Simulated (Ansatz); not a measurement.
## Electronic structure of Cl₄In (charge −1) in real space

Input file:

```
crystal:
  periodic: [false, false, false]
  atoms:
    - {symbol: In, position_ang: [0.000097, 0.000038, -0.000080]}
    - {symbol: Cl, position_ang: [0.010882, -0.016933, 2.432482]}
    - {symbol: Cl, position_ang: [2.289777, 0.011281, -0.821097]}
    - {symbol: Cl, position_ang: [-1.155237, 1.988932, -0.791801]}
    - {symbol: Cl, position_ang: [-1.145519, -1.983328, -0.819494]}
basis:
  gaussian: {orbitals: def2-TZVPD, initial_orbitals: start.molden}
total_charge: -1
hamiltonian: {xc: pbe0, dispersion: d4}
scf: {omitted_lower_state_checks: [starts]}
output: {orbitals: {seedname: orbitals}}
```

Run with:

```sh
ansatz run in.yaml --threads 4 --pin off --events-out ev --progress --plain --max-ram 3916MiB
```

Geometry: PBE-D4/def2-SVPD; core potentials replace the inner electrons of In.

All numbers below come from RKS PBE0-D4/def2-TZVPD (Ansatz).

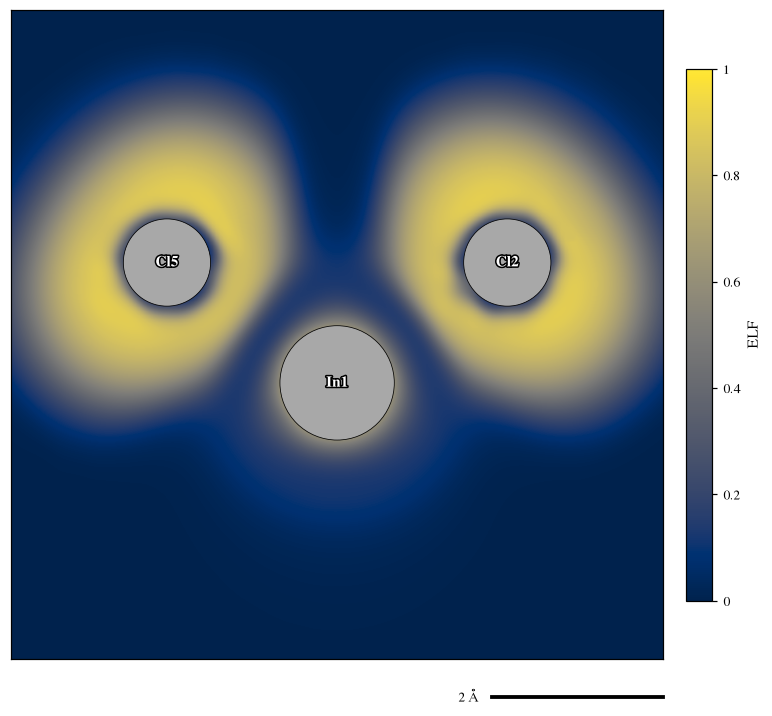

Figure 1. Electron localisation function on the plane of atoms Cl2, In1 and Cl5. Grey discs cover the atomic cores.

What do the fields say about this system?

Answer. The section cuts through In and Cl sites.
In–Cl (2.43 Å): the ELF peaks at about 0.85 in the valence shell of Cl, 0.9 Å from its nucleus, and drops to about 0.15 between the two atoms.
The ELF also peaks beside Cl2 and Cl5, away from the bonds: lone-pair regions.

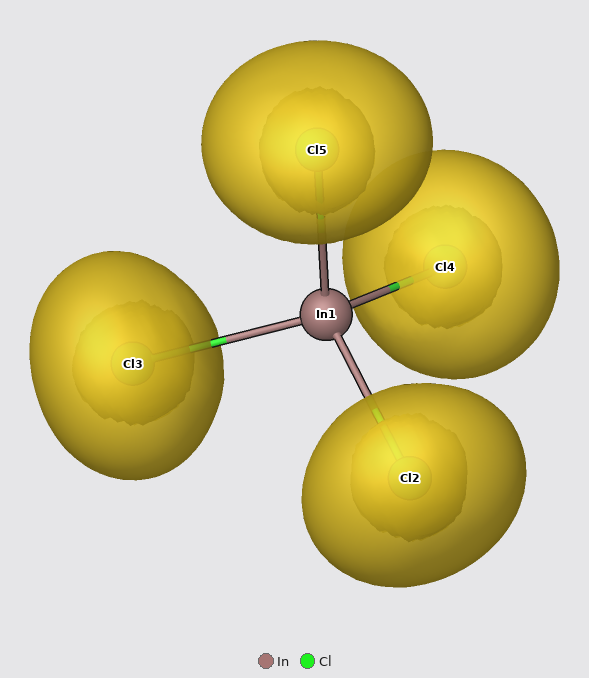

Figure 2. Isosurface of the ELF at 0.75 (yellow), seen from one side. Core shells and regions of very low density are left out.

Describe the localisation domains.

Answer. At this value the surface marks out four regions wrapped around Cl (the valence shell of each).

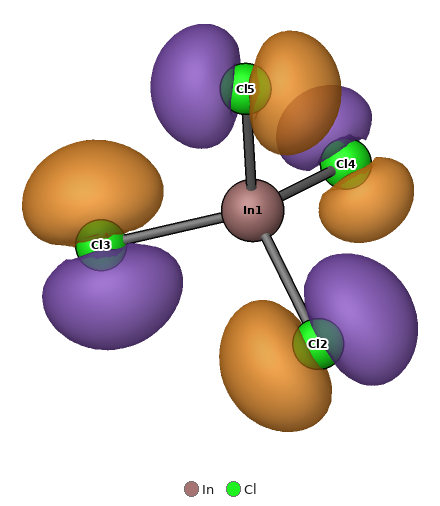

Figure 3. The HOMO at ±0.1 Å⁻³ᐟ² (orange and purple are the two phases), seen from one side.

What is the character of this orbital?

Answer. It lies mainly on Cl2 (about 35 %), Cl3 (about 35 %), Cl5 (about 20 %) and Cl4 (about 10 %); largely a combination of lone pairs on Cl2, Cl3, Cl5 and Cl4. It is one of a degenerate set, so its orientation is arbitrary. Its energy is −4.84 eV.
